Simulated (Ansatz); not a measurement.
**C4H12N2Si: density, localisation and related maps**

```xyz
19

C     2.7710   -0.2921   -0.3823
N     1.3273   -0.3391   -0.3188
C     0.8226   -1.6764   -0.1241
Si    0.4792    1.1280   -0.6663
N    -1.0984    0.8853    0.0005
C    -1.5218    0.0477    1.0961
C    -2.1524    1.7518   -0.4780
H     3.2275   -0.5582    0.5799
H     3.1597   -0.9851   -1.1400
H     3.1016    0.7183   -0.6393
H     1.0256   -2.0600    0.8854
H    -0.2517   -1.7143   -0.2979
H     1.3005   -2.3647   -0.8333
H    -2.2232   -0.7367    0.7795
H    -0.6662   -0.4271    1.5739
H    -2.0351    0.6530    1.8545
H    -2.9661    1.1806   -0.9436
H    -1.7577    2.4414   -1.2295
H    -2.5844    2.3435    0.3397
```

Geometry: PBE0-D4/def2-TZVP.

Method: RKS PBE0-D4/def2-TZVPP (Ansatz).

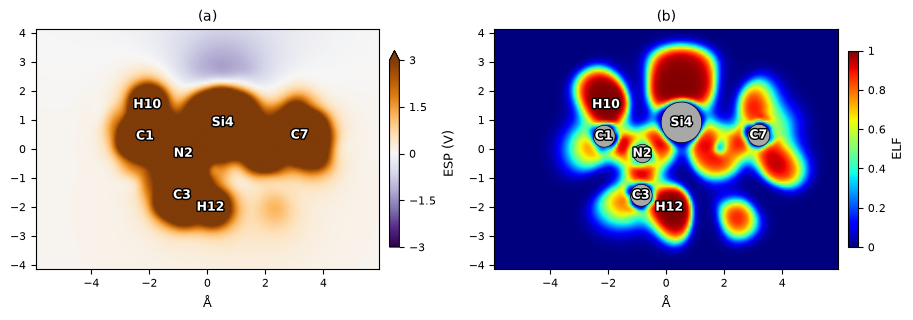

Figure 1. (a) electrostatic potential; (b) electron localisation function on the plane of atoms C1, N2 and C3. Grey discs cover the atomic cores in the ELF map.

What do the fields say about this system?

The plane passes through C, N, Si and H nuclei.
C–N (1.44 Å): the ELF peaks at about 0.90 between the atoms (a shared electron pair).
Si–N (1.73 Å): the ELF peaks at about 0.90 between the atoms; a polar covalent bond.
C–H (1.09 Å): the ELF climbs to about 1 towards the hydrogen, as it does in any bond to H; an ordinary covalent bond to hydrogen.
The ELF also peaks beside Si4, away from the bonds: lone-pair regions.
Outside the dense part of the molecule the potential is most negative (−1.3 V) near Si4.

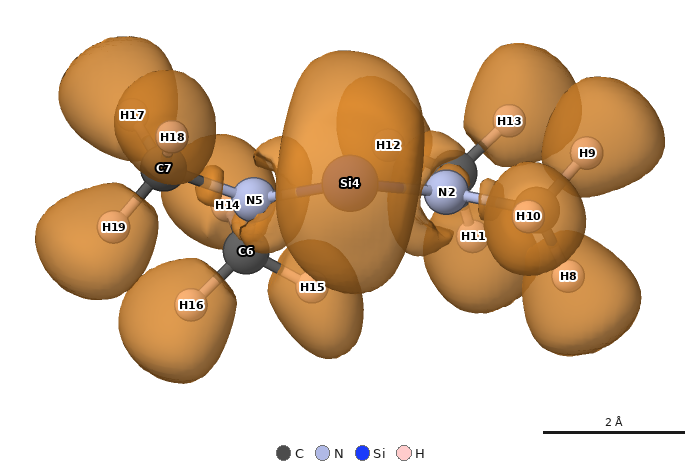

Figure 2. Isosurface of the electron localisation function at 0.85 (orange), seen from one side. Only the valence region is drawn (cores and ρ < 0.01 e/Å³ removed).

What do the ELF domains correspond to?

The ELF exceeds this value in four regions between bonded C–N atoms (shared pairs), two regions between bonded N–Si atoms (shared pairs), twelve regions around hydrogen nuclei and one lobe on Si, pointing away from the bonds (lone pairs).

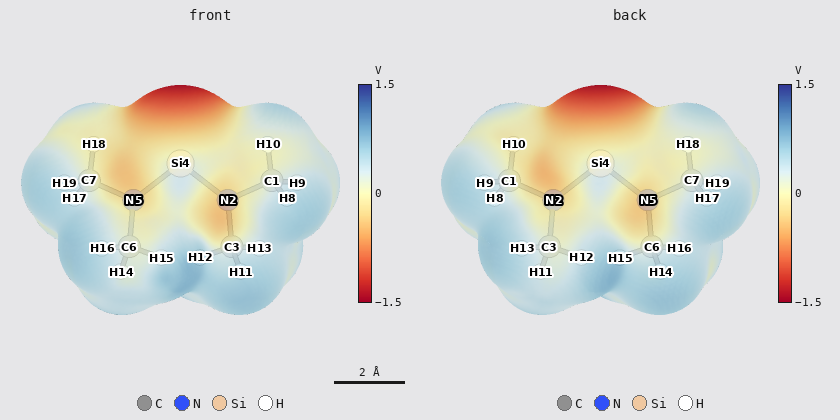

Figure 3. The electrostatic potential painted on the density surface at 0.002 e/bohr³, seen from the front and from behind; red is negative and blue positive.

Where is the surface potential most negative and most positive?

The most negative region (about −1.4 V) lies over Si4, the most positive (about +0.8 V) over H12 and H15.

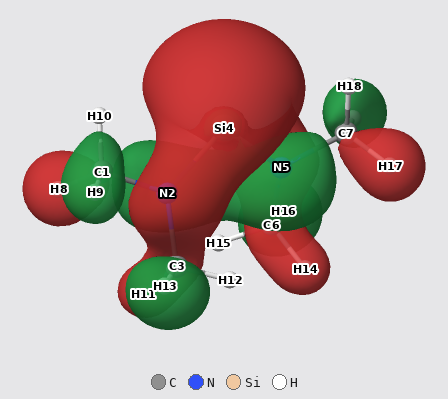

Figure 4. The HOMO−1 at ±0.06 Å⁻³ᐟ² (green and red are the two phases), seen at an oblique angle.

Describe this orbital and give its energy.

It lies mainly on Si4 (about 35 %), N2 (about 20 %) and N5 (about 20 %). Its energy is −6.68 eV.
